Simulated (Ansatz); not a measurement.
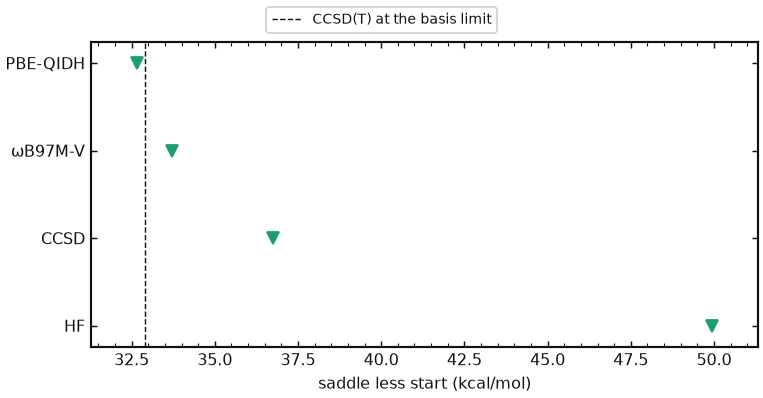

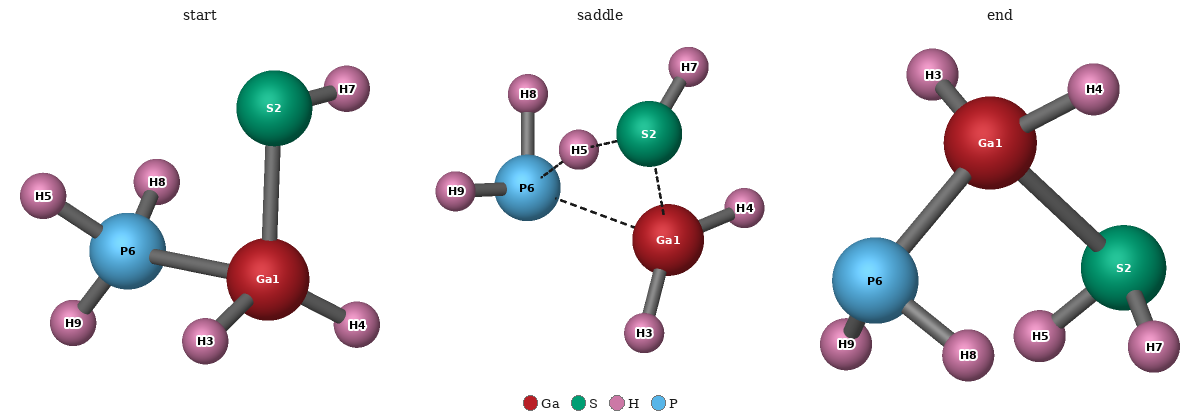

Height of the saddle over the start in one step of GaPH₆S, singlet at several levels. In the step S2–H5 (3.61 → 1.70 → 1.34 Å) forms; H5–P6 (1.41 → 1.82 → 3.73 Å) breaks; Ga1–P6 (2.56 → 2.48 → 2.34 Å) shortens; Ga1–S2 (2.26 → 2.42 → 2.62 Å) lengthens (lengths at start, saddle and end; changes of bond order aren't listed). Electronic energies at PBE0-D4/def2-TZVP geometries, energies in def2-TZVPP, the Ansatz code; cores frozen in correlated methods, no zero-point terms. Start and end are the structures at the ends of the path (complexes, where there are several molecules). On heavy atoms the filled d shell below the valence is correlated. The line is the MP2 basis limit plus CCSD(T) less MP2 in triple zeta. PBE-QIDH holds a correlation term that converges slowly with the basis, so part of the distance to the limit is basis error. No dispersion term is added to PBE-QIDH. The distance of CCSD to the limit includes basis error. The limit lies 0.8 kcal/mol from CCSD(T) in triple zeta, so the line itself is uncertain by a part of that.

### What range do the values span, the line included?

From 32.7 kcal/mol (PBE-QIDH) to 49.9 kcal/mol (HF).

### Give the values.

| level | kcal/mol | less CCSD(T) at the basis limit |
| --- | --- | --- |
| PBE-QIDH | 32.7 | −0.2 |
| ωB97M-V | 33.7 | 0.8 |
| CCSD | 36.7 | 3.9 |
| HF | 49.9 | 17.0 |
| CCSD(T) at the basis limit | 32.9 | 0.0 |

Caveats, for all or some of the runs: no scalar relativity up to krypton.
